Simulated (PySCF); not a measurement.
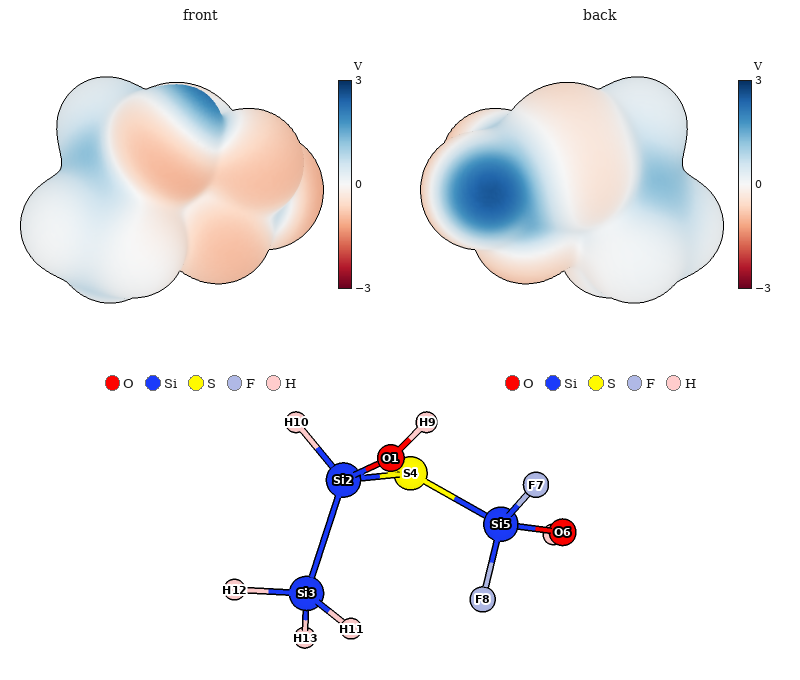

Figure 1: F2H6O2SSi3. The molecular electrostatic potential painted on the density surface at 0.001 e/bohr³, seen from the front and from behind; red is negative and blue positive. The bare structure is drawn below in the same view.

Geometry: GFN2-xTB.

Method: PBE0/pcSseg-1, SCF density, gas phase, non-relativistic in PySCF 2.14.0.

Input

```
{"job": {"xc": "PBE0", "basis": "pcSseg-1", "kind": "nmr", "pop": true}, "charge": 0, "multiplicity": 1}
O      0.431171    -1.631041     1.191311
Si     1.188897    -0.957593    -0.068415
Si     2.038090     1.018418     0.768815
S     -0.292130    -0.656717    -1.682305
Si    -1.859293     0.157212    -0.566466
O     -3.140759     0.567051    -1.430278
F     -2.405062    -0.835016     0.557226
F     -1.375682     1.396490     0.321133
H     -0.267105    -2.282019     1.146083
H      1.988110    -1.959518    -0.773285
H      1.352276     1.463671     1.983120
H      3.452561     0.804431     1.095554
H      1.966866     2.102932    -0.216442
H     -3.078616     0.811226    -2.348217
```

Run with:

```sh
OMP_NUM_THREADS=1 python ens_run.py task.json out
```

Describe the electrostatic potential map.

Answer. The most negative region (about −1.0 V) lies over O1 and O6, the most positive (about +2.5 V) over H14.

What dipole moment does the calculation give?

Answer. Its dipole moment is 2.18 D.
